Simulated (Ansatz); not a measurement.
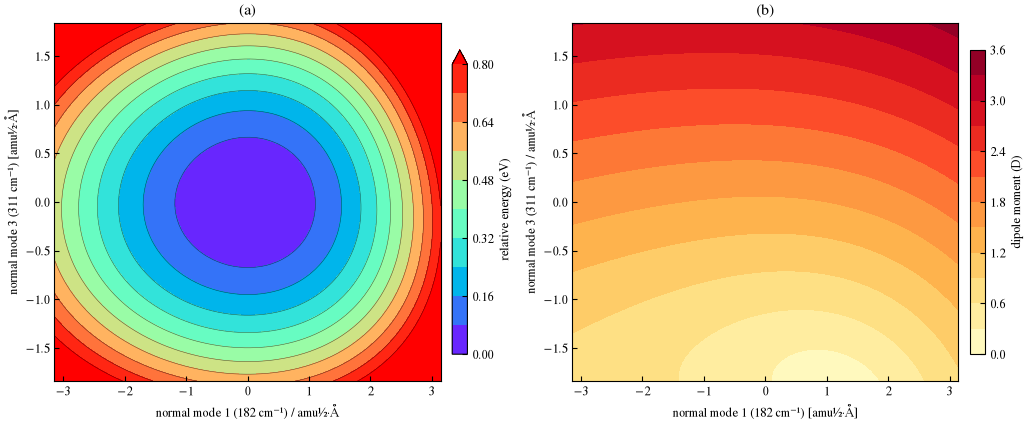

Cl₂FSi, SMILES F[Si](Cl)Cl, spin multiplicity 2. 
- The first coordinate is: normal mode 1 (182 cm⁻¹); the second: normal mode 3 (311 cm⁻¹).
- Nothing is relaxed (straight displacements along the two mass-weighted modes).
- The scan uses a 15 × 15 grid.
- Points are written as (first, second).
- Energies are in eV, from the lowest grid point.
- All numbers below come from Ansatz 0.2.0, UHF/def2-SVP.

Panel (a) is the energy; panel (b) is the computed dipole moment, in D.

Drawn: filled contours, one colour for all values above the top of the scale. Between grid points the surface is interpolated.

How does the dipole moment vary over the map, and what is it at the lowest grid point?

Leaving out the highest fifth of the energies, it runs from 0.09 D at (0.90 amu½·Å, −1.840 amu½·Å) to 3.03 D at (0.90 amu½·Å, 1.840 amu½·Å). At the lowest grid point, (0.00 amu½·Å, 0.000 amu½·Å), it is 1.45 D.
